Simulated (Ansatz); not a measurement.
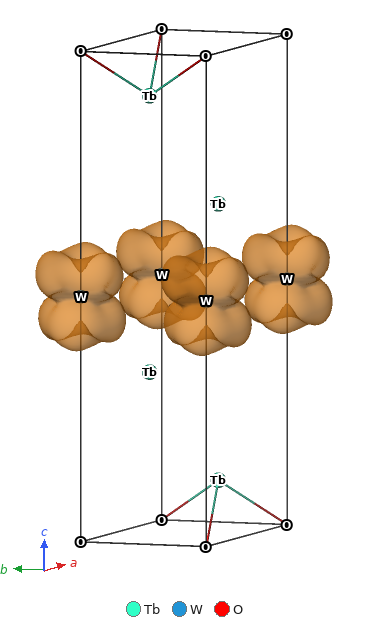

Figure 1: Tb₄WO. Isosurface of the magnetisation density (up minus down) at +0.03 e/Å³ (orange), seen at an oblique angle. Sticks mark near contacts.

Space group P-3m1; a generated structure, not necessarily the stable one; no Hubbard U on the f states and no spin–orbit coupling; spin-polarised.

Level of theory: DFT PBE, scalar-relativistic, plane waves, PAW; 4f electrons in the core of a trivalent norm-conserving potential (Ansatz 0.2.0).

In a pseudopotential calculation such maps are meaningful between the atoms, not at the nuclei.

Question: Which atoms carry the moments, and with what signs?

Answer: The spin density sits on W: +0.7 μB in one cell of 6 atoms, with smaller moments on other sites: Tb (up to +0.07 μB): parallel main moments (a ferromagnetic arrangement) in this solution. The cell of the calculation (6 atoms) carries 1.3 μB of net spin moment.
